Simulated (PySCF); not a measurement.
Input

```
{"job": {"kind": "sp", "xc": "wB97X", "basis": "def2-TZVP", "d3": "d3bj", "grid": 2}, "charge": 0, "multiplicity": 1}
C      1.380237     0.206434    -0.068172
P      0.210781    -0.429103     1.222814
C     -1.401194     0.141158     0.505297
H      2.382321    -0.212209     0.108456
H      1.457722     1.300214     0.029686
H      1.068862    -0.034051    -1.096242
H      0.144752    -1.776814     0.748322
H     -2.231410    -0.321867     1.059388
H     -1.510809    -0.093882    -0.564483
H     -1.483746     1.230988     0.637072
```

Run with:

```sh
OMP_NUM_THREADS=1 python redox_run.py task.json out
```

Geometry: PBE0-D3(BJ)/def2-SVP.

All numbers below come from DFT single point, gas phase, functional wB97X in PySCF.

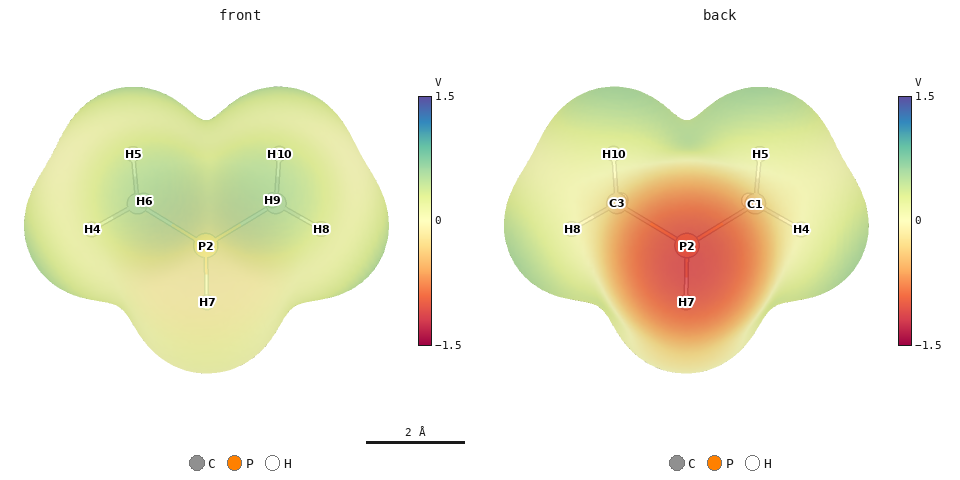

C$_{2}$H$_{7}$P (dimethylphosphine). The molecular electrostatic potential painted on the density surface at 0.001 e/bohr³, seen from the front and from behind; the colour scale runs from red (negative) to blue (positive).

Q: Where is the surface potential most negative and most positive?

A: The most negative region (about −1.1 V) lies over P2, the most positive (about +0.6 V) over the H atoms.

Q: How polar is the molecule by this calculation?

A: Its dipole moment is 1.31 D.
